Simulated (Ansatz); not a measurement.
# Molecular dynamics of BHCl₃ (part 4 of 4)

The same run, continued: BHCl₃, multiplicity 2; UKS revPBE/def2-SVP (Ansatz 0.2.0). It belongs to a series of runs on one base structure; here: dynamics from the highest image of the converged band.

Geometry of the input (Å):
```
B  0.0022  0.0409  -0.0052
H  -0.0042  -0.0021  1.3055
Cl 1.5487  0.0945  -0.7925
Cl -1.5364  0.0304  -0.8097
Cl -0.0103  -0.1636  2.9919
```

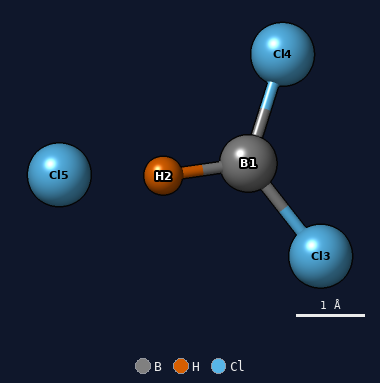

Figure 1. The geometry at step 164 of the log (ball-and-stick view, seen on its broad side; atoms are numbered from 1 in the order of the input).

**Trajectory as extended XYZ, continued**
```
5
Properties=species:S:1:pos:R:3:forces:R:3 step=126 time_fs=63.0 energy=-38241.57706 temperature=125.8
B     0.0681    0.2424   -0.0009    0.0576   0.0822   0.9591
H     0.0768    0.4469    1.4508    0.0047  -0.1884  -0.4645
Cl    1.5619    0.0706   -0.8410    0.3460   0.0120  -0.0655
Cl   -1.4913   -0.0042   -0.6726   -0.4820  -0.0201  -0.2051
Cl   -0.0910   -0.1793    2.8979    0.0737   0.1143  -0.2239
5
Properties=species:S:1:pos:R:3:forces:R:3 step=128 time_fs=64.0 energy=-38241.57640 temperature=124.0
B     0.0669    0.2461    0.0030    0.1458   0.0600   0.8600
H     0.0714    0.4449    1.4604    0.0192  -0.1695  -0.4517
Cl    1.5623    0.0700   -0.8419    0.2685   0.0259  -0.0071
Cl   -1.4903   -0.0048   -0.6707   -0.5026  -0.0205  -0.2063
Cl   -0.0919   -0.1793    2.8953    0.0691   0.1041  -0.1949
5
Properties=species:S:1:pos:R:3:forces:R:3 step=131 time_fs=65.5 energy=-38241.57914 temperature=131.1
B     0.0653    0.2517    0.0103    0.2605   0.0035   0.6860
H     0.0636    0.4391    1.4666    0.0447  -0.1202  -0.4385
Cl    1.5631    0.0692   -0.8431    0.1446   0.0527   0.0856
Cl   -1.4891   -0.0056   -0.6679   -0.5098  -0.0131  -0.1994
Cl   -0.0932   -0.1792    2.8914    0.0600   0.0772  -0.1337
5
Properties=species:S:1:pos:R:3:forces:R:3 step=133 time_fs=66.5 energy=-38241.58259 temperature=139.9
B     0.0646    0.2554    0.0159    0.3203  -0.0486   0.5563
H     0.0589    0.4337    1.4655    0.0635  -0.0765  -0.4311
Cl    1.5637    0.0687   -0.8440    0.0609   0.0740   0.1488
Cl   -1.4884   -0.0062   -0.6661   -0.4978  -0.0027  -0.1887
Cl   -0.0940   -0.1791    2.8888    0.0532   0.0538  -0.0853
5
Properties=species:S:1:pos:R:3:forces:R:3 step=136 time_fs=68.0 energy=-38241.58890 temperature=156.2
B     0.0640    0.2610    0.0252    0.3798  -0.1467   0.3414
H     0.0530    0.4243    1.4562    0.0932   0.0008  -0.4117
Cl    1.5645    0.0680   -0.8451   -0.0605   0.1100   0.2420
Cl   -1.4877   -0.0070   -0.6635   -0.4556   0.0211  -0.1638
Cl   -0.0953   -0.1790    2.8848    0.0431   0.0149  -0.0078
5
Properties=species:S:1:pos:R:3:forces:R:3 step=138 time_fs=69.0 energy=-38241.59318 temperature=167.2
B     0.0640    0.2645    0.0318    0.3983  -0.2240   0.1809
H     0.0502    0.4180    1.4450    0.1133   0.0581  -0.3841
Cl    1.5651    0.0675   -0.8458   -0.1356   0.1358   0.3009
Cl   -1.4874   -0.0075   -0.6619   -0.4129   0.0418  -0.1423
Cl   -0.0961   -0.1788    2.8821    0.0369  -0.0117   0.0447
5
Properties=species:S:1:pos:R:3:forces:R:3 step=141 time_fs=70.5 energy=-38241.59814 temperature=179.9
B     0.0647    0.2694    0.0420    0.3958  -0.3536  -0.0986
H     0.0480    0.4098    1.4215    0.1423   0.1500  -0.2994
Cl    1.5659    0.0669   -0.8467   -0.2348   0.1751   0.3805
Cl   -1.4871   -0.0083   -0.6594   -0.3320   0.0783  -0.1049
Cl   -0.0973   -0.1787    2.8781    0.0287  -0.0498   0.1224
5
Properties=species:S:1:pos:R:3:forces:R:3 step=144 time_fs=72.0 energy=-38241.59861 temperature=181.0
B     0.0661    0.2735    0.0520    0.3621  -0.4915  -0.4454
H     0.0490    0.4047    1.3917    0.1675   0.2462  -0.1321
Cl    1.5666    0.0664   -0.8473   -0.3133   0.2115   0.4449
Cl   -1.4870   -0.0091   -0.6570   -0.2382   0.1176  -0.0641
Cl   -0.0985   -0.1786    2.8742    0.0219  -0.0838   0.1967
5
Properties=species:S:1:pos:R:3:forces:R:3 step=146 time_fs=73.0 energy=-38241.59471 temperature=170.9
B     0.0675    0.2758    0.0582    0.3262  -0.5811  -0.7202
H     0.0515    0.4042    1.3700    0.1802   0.3101   0.0379
Cl    1.5669    0.0662   -0.8476   -0.3515   0.2315   0.4767
Cl   -1.4870   -0.0095   -0.6555   -0.1732   0.1425  -0.0362
Cl   -0.0993   -0.1785    2.8716    0.0184  -0.1031   0.2417
5
Properties=species:S:1:pos:R:3:forces:R:3 step=149 time_fs=74.5 energy=-38241.58223 temperature=138.9
B     0.0701    0.2782    0.0662    0.2575  -0.6976  -1.1678
H     0.0587    0.4092    1.3389    0.1904   0.3986   0.3622
Cl    1.5672    0.0659   -0.8478   -0.3840   0.2507   0.5043
Cl   -1.4872   -0.0101   -0.6532   -0.0784   0.1732   0.0064
Cl   -0.1005   -0.1785    2.8679    0.0146  -0.1248   0.2950
5
Properties=species:S:1:pos:R:3:forces:R:3 step=151 time_fs=75.5 energy=-38241.57283 temperature=114.8
B     0.0722    0.2790    0.0703    0.2043  -0.7524  -1.4341
H     0.0657    0.4171    1.3220    0.1901   0.4457   0.5754
Cl    1.5673    0.0658   -0.8477   -0.3872   0.2538   0.5078
Cl   -1.4873   -0.0105   -0.6516   -0.0206   0.1866   0.0352
Cl   -0.1013   -0.1785    2.8656    0.0134  -0.1337   0.3158
5
Properties=species:S:1:pos:R:3:forces:R:3 step=154 time_fs=77.0 energy=-38241.56898 temperature=105.1
B     0.0756    0.2790    0.0740    0.1171  -0.7769  -1.6387
H     0.0796    0.4371    1.3074    0.1766   0.4789   0.7526
Cl    1.5672    0.0658   -0.8474   -0.3618   0.2411   0.4895
Cl   -1.4875   -0.0109   -0.6493    0.0534   0.1939   0.0788
Cl   -0.1025   -0.1786    2.8622    0.0147  -0.1370   0.3177
5
Properties=species:S:1:pos:R:3:forces:R:3 step=156 time_fs=78.0 energy=-38241.57861 temperature=129.9
B     0.0780    0.2781    0.0746    0.0578  -0.7411  -1.5778
H     0.0910    0.4561    1.3064    0.1563   0.4616   0.7113
Cl    1.5670    0.0658   -0.8470   -0.3244   0.2210   0.4620
Cl   -1.4876   -0.0112   -0.6477    0.0922   0.1899   0.1074
Cl   -0.1032   -0.1788    2.8600    0.0181  -0.1314   0.2971
5
Properties=species:S:1:pos:R:3:forces:R:3 step=159 time_fs=79.5 energy=-38241.60626 temperature=200.7
B     0.0816    0.2756    0.0731   -0.0255  -0.6000  -1.2035
H     0.1108    0.4927    1.3170    0.1035   0.3605   0.4236
Cl    1.5666    0.0660   -0.8462   -0.2399   0.1759   0.4003
Cl   -1.4877   -0.0114   -0.6453    0.1331   0.1724   0.1464
Cl   -0.1044   -0.1790    2.8570    0.0288  -0.1087   0.2331
5
Properties=species:S:1:pos:R:3:forces:R:3 step=162 time_fs=81.0 energy=-38241.62954 temperature=260.5
B     0.0853    0.2718    0.0691   -0.0978  -0.3754  -0.6517
H     0.1328    0.5370    1.3366    0.0249   0.1786   0.0190
Cl    1.5660    0.0664   -0.8451   -0.1280   0.1185   0.3194
Cl   -1.4877   -0.0115   -0.6427    0.1539   0.1454   0.1767
Cl   -0.1055   -0.1793    2.8540    0.0470  -0.0670   0.1365
5
Properties=species:S:1:pos:R:3:forces:R:3 step=164 time_fs=82.0 energy=-38241.63389 temperature=271.7
B     0.0876    0.2689    0.0657   -0.1412  -0.2035  -0.2812
H     0.1479    0.5688    1.3505   -0.0362   0.0317  -0.2297
Cl    1.5656    0.0666   -0.8443   -0.0435   0.0773   0.2585
Cl   -1.4877   -0.0116   -0.6410    0.1583   0.1248   0.1905
Cl   -0.1062   -0.1795    2.8521    0.0627  -0.0303   0.0619
5
Properties=species:S:1:pos:R:3:forces:R:3 step=167 time_fs=83.5 energy=-38241.62304 temperature=243.9
B     0.0908    0.2642    0.0601   -0.2026   0.0505   0.1992
H     0.1696    0.6168    1.3666   -0.1282  -0.1904  -0.5137
Cl    1.5649    0.0670   -0.8430    0.0885   0.0166   0.1625
Cl   -1.4875   -0.0116   -0.6383    0.1538   0.0937   0.2008
Cl   -0.1073   -0.1799    2.8493    0.0884   0.0295  -0.0488
5
Properties=species:S:1:pos:R:3:forces:R:3 step=169 time_fs=84.5 energy=-38241.60906 temperature=208.1
B     0.0927    0.2611    0.0566   -0.2415   0.2018   0.4547
H     0.1827    0.6468    1.3715   -0.1826  -0.3207  -0.6426
Cl    1.5645    0.0673   -0.8420    0.1747  -0.0207   0.0989
Cl   -1.4874   -0.0115   -0.6364    0.1454   0.0743   0.2010
Cl   -0.1080   -0.1801    2.8474    0.1041   0.0653  -0.1120
5
Properties=species:S:1:pos:R:3:forces:R:3 step=172 time_fs=86.0 energy=-38241.58960 temperature=158.2
B     0.0952    0.2568    0.0521   -0.2948   0.3850   0.7377
H     0.1990    0.6857    1.3672   -0.2446  -0.4651  -0.7600
Cl    1.5640    0.0677   -0.8405    0.2921  -0.0692   0.0089
Cl   -1.4871   -0.0114   -0.6335    0.1268   0.0483   0.1920
Cl   -0.1090   -0.1804    2.8445    0.1205   0.1010  -0.1786
5
Properties=species:S:1:pos:R:3:forces:R:3 step=174 time_fs=87.0 energy=-38241.58396 temperature=143.7
B     0.0966    0.2544    0.0499   -0.3251   0.4717   0.8556
H     0.2069    0.7062    1.3554   -0.2693  -0.5170  -0.7898
Cl    1.5637    0.0680   -0.8395    0.3584  -0.0960  -0.0453
Cl   -1.4869   -0.0114   -0.6315    0.1111   0.0329   0.1801
Cl   -0.1096   -0.1806    2.8425    0.1248   0.1085  -0.2006
5
Properties=species:S:1:pos:R:3:forces:R:3 step=177 time_fs=88.5 energy=-38241.59249 temperature=165.6
B     0.0980    0.2515    0.0480   -0.3608   0.5355   0.9003
H     0.2141    0.7278    1.3236   -0.2770  -0.5137  -0.7366
Cl    1.5635    0.0683   -0.8380    0.4346  -0.1284  -0.1156
Cl   -1.4865   -0.0112   -0.6284    0.0819   0.0113   0.1529
Cl   -0.1104   -0.1808    2.8394    0.1213   0.0953  -0.2010
5
Properties=species:S:1:pos:R:3:forces:R:3 step=179 time_fs=89.5 energy=-38241.60775 temperature=204.7
B     0.0986    0.2502    0.0478   -0.3791   0.5221   0.8114
H     0.2155    0.7361    1.2935   -0.2608  -0.4474  -0.6015
Cl    1.5635    0.0685   -0.8371    0.4685  -0.1457  -0.1546
Cl   -1.4862   -0.0111   -0.6263    0.0578  -0.0034   0.1282
Cl   -0.1110   -0.1809    2.8372    0.1136   0.0744  -0.1836
5
Properties=species:S:1:pos:R:3:forces:R:3 step=182 time_fs=91.0 energy=-38241.62946 temperature=260.0
B     0.0988    0.2491    0.0487   -0.4028   0.3914   0.4331
H     0.2131    0.7408    1.2384   -0.2026  -0.2325  -0.1713
Cl    1.5638    0.0687   -0.8358    0.4939  -0.1672  -0.1999
Cl   -1.4857   -0.0110   -0.6230    0.0127  -0.0283   0.0814
Cl   -0.1117   -0.1810    2.8339    0.0988   0.0366  -0.1433
5
Properties=species:S:1:pos:R:3:forces:R:3 step=185 time_fs=92.5 energy=-38241.62150 temperature=239.2
B     0.0982    0.2487    0.0505   -0.4224   0.1183  -0.2506
H     0.2064    0.7408    1.1801   -0.1097   0.1198   0.5558
Cl    1.5643    0.0688   -0.8345    0.4914  -0.1852  -0.2263
Cl   -1.4852   -0.0109   -0.6197   -0.0452  -0.0581   0.0254
Cl   -0.1124   -0.1811    2.8305    0.0858   0.0051  -0.1043
5
Properties=species:S:1:pos:R:3:forces:R:3 step=187 time_fs=93.5 energy=-38241.59519 temperature=172.1
B     0.0974    0.2486    0.0514   -0.4221  -0.0969  -0.7602
H     0.2005    0.7417    1.1469   -0.0437   0.3804   1.0942
Cl    1.5649    0.0688   -0.8338    0.4771  -0.1953  -0.2315
Cl   -1.4849   -0.0108   -0.6175   -0.0918  -0.0807  -0.0144
Cl   -0.1128   -0.1812    2.8282    0.0804  -0.0074  -0.0882
5
Properties=species:S:1:pos:R:3:forces:R:3 step=190 time_fs=95.0 energy=-38241.56216 temperature=88.0
B     0.0954    0.2483    0.0515   -0.3642  -0.2774  -1.1817
H     0.1910    0.7505    1.1178    0.0186   0.6125   1.5628
Cl    1.5659    0.0687   -0.8328    0.4427  -0.2066  -0.2191
Cl   -1.4845   -0.0108   -0.6142   -0.1756  -0.1168  -0.0742
Cl   -0.1134   -0.1813    2.8248    0.0785  -0.0117  -0.0877
5
Properties=species:S:1:pos:R:3:forces:R:3 step=192 time_fs=96.0 energy=-38241.56967 temperature=107.0
B     0.0936    0.2478    0.0503   -0.2736  -0.1986  -1.0338
H     0.1848    0.7633    1.1164    0.0191   0.5548   1.4495
Cl    1.5668    0.0686   -0.8322    0.4139  -0.2107  -0.1984
Cl   -1.4843   -0.0108   -0.6120   -0.2405  -0.1406  -0.1124
Cl   -0.1137   -0.1814    2.8224    0.0811  -0.0049  -0.1049
5
Properties=species:S:1:pos:R:3:forces:R:3 step=195 time_fs=97.5 energy=-38241.60806 temperature=204.7
B     0.0906    0.2468    0.0470   -0.0848   0.1761  -0.3047
H     0.1758    0.7917    1.1389   -0.0223   0.1883   0.7730
Cl    1.5683    0.0682   -0.8315    0.3622  -0.2104  -0.1510
Cl   -1.4841   -0.0109   -0.6088   -0.3447  -0.1729  -0.1638
Cl   -0.1142   -0.1815    2.8188    0.0896   0.0189  -0.1535
5
Properties=species:S:1:pos:R:3:forces:R:3 step=197 time_fs=98.5 energy=-38241.62186 temperature=240.1
B     0.0885    0.2462    0.0443    0.0470   0.4717   0.2572
H     0.1695    0.8134    1.1641   -0.0528  -0.1180   0.2415
Cl    1.5694    0.0680   -0.8310    0.3206  -0.2055  -0.1109
Cl   -1.4841   -0.0110   -0.6068   -0.4120  -0.1907  -0.1927
Cl   -0.1146   -0.1815    2.8164    0.0972   0.0425  -0.1952
5
Properties=species:S:1:pos:R:3:forces:R:3 step=200 time_fs=100.0 energy=-38241.60828 temperature=205.7
B     0.0854    0.2463    0.0408    0.2197   0.8155   0.8981
H     0.1592    0.8431    1.2050   -0.0769  -0.4964  -0.3708
Cl    1.5712    0.0674   -0.8304    0.2466  -0.1919  -0.0431
Cl   -1.4843   -0.0112   -0.6037   -0.4978  -0.2103  -0.2273
Cl   -0.1150   -0.1816    2.8126    0.1084   0.0830  -0.2568
```

**Results in brief**

| quantity | value |
| --- | --- |
| outcome | finished |
| mean temperature over the second half | 181 K |
| trajectory | 200 steps, 100 fs |
| ensemble | nve |
| temperature in the input | 300.0 K |
| time step | 0.5 fs |
| potential energy (last step) | −38241.6083 eV |
| mean-field energy (last step) | −38241.6083 eV |
| ⟨S²⟩ (last step) | 0.752 |
| largest force (length of the vector) (last step) | 1.233 eV/Å |
| wall time | 3.3 min (CPU time 6.4 min) |
| peak memory | 0.16 GiB |

**Notes**

So short a trajectory is not equilibrated.
